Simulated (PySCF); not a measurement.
```xyz
13

Si    0.0120   -0.0202    0.0019
P     0.0096   -0.0245    2.4127
H     0.3844    1.1685    3.0746
H     0.8706   -0.9507    3.0453
H    -1.2068   -0.3100    3.0768
P    -0.0030    0.0174   -2.4094
H     1.1884    0.3610   -3.0908
H    -0.9025    0.9427   -2.9878
H    -0.3655   -1.1598   -3.1062
F     1.6743   -0.0205    0.0336
F    -1.6515   -0.0179   -0.0348
F     0.0125    1.6440   -0.0197
F     0.0081   -1.6820    0.0260
```

Geometry: PBE0-D3(BJ)/def2-SVP.

The calculation used PBE0/pcSseg-1, SCF density, gas phase, non-relativistic in PySCF 2.14.0.

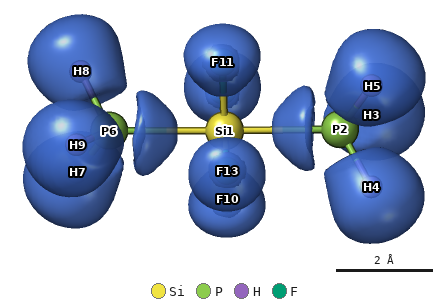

F$_{4}$H$_{6}$P$_{2}$Si (trans-Si(PH3)2F4). Isosurface of the ELF at 0.75 (blue), seen from one side. Core shells and regions of very low density are left out.

**Describe the localisation domains.**

The surface consists of two regions between bonded P–Si atoms (shared pairs), six regions around hydrogen nuclei and four regions wrapped around F (its lone pairs, merged into a ring or cap). Along the contacts the grid gives the following. Si–F (1.66 Å): the ELF peaks at about 0.85 in the valence shell of F, 0.6 Å from its nucleus, and is about 0.55 at the midpoint. Si–P (2.41 Å): the ELF peaks at about 1 between the atoms (a shared electron pair).
